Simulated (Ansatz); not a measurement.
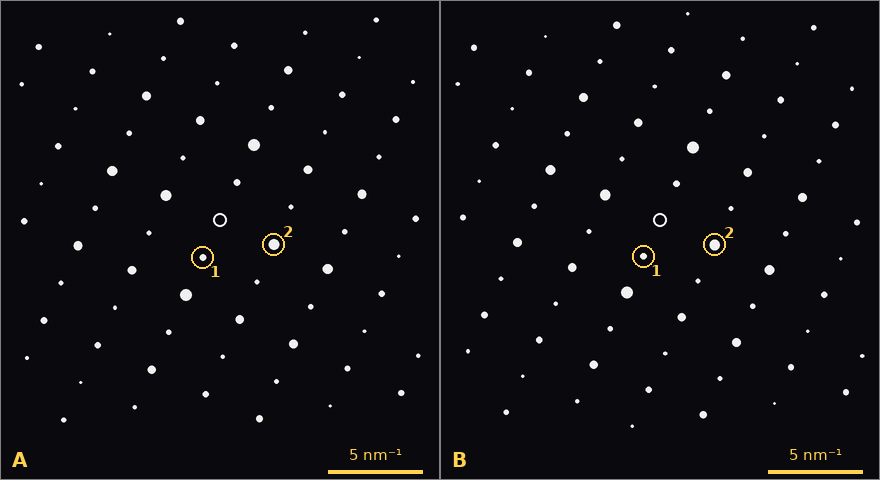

Kinematic electron diffraction patterns (120 kV, B = 0.5 Å², same scale) along [1-10] of the run's own cell, for the start and the end of one relaxation of RbWF3 with DFT PBE, scalar-relativistic, plane waves, PAW (Ansatz 0.2.0). k mesh 8×8×8. The start is a generated model structure, and the relaxation ends in the nearest stationary point of its symmetry, not necessarily the ground state. Spot 1 is 0 0 -1 and spot 2 is 1 1 0 in both.

Start structure:

```
CELL_PARAMETERS angstrom
4.36901 0.00000 0.00000
0.00000 4.44483 0.00000
0.00000 0.00000 4.70595
ATOMIC_POSITIONS crystal
Rb 0.00000 0.50000 0.50000
W 0.50000 0.00000 0.00000
F 0.50000 0.00000 0.50000
F 0.50000 0.50000 0.00000
F 0.00000 0.00000 0.00000
```

Which pattern belongs to the start structure, and which to the relaxed one?

Answer. B is the start: its cell gives d(1) = 4.706 Å, d(2) = 3.116 Å and an angle of 90.0°. A is the relaxed structure, with d(1) = 4.556 Å (-3.2 %), d(2) = 3.165 Å (+1.6 %) and 90.0°.

Summarise the relaxation behind the change.

Answer. The volume changed by -0.0 % to 18.27 Å³ an atom; the fractional coordinates hardly changed; the space group went from Pmmm (No. 47) to P4/mmm (No. 123); the free energy fell by 7.5 meV an atom. Relaxed cell: a = 4.402 Å, b = 4.555 Å, c = 4.556 Å, α = 90.00°, β = 90.00°, γ = 90.00°.
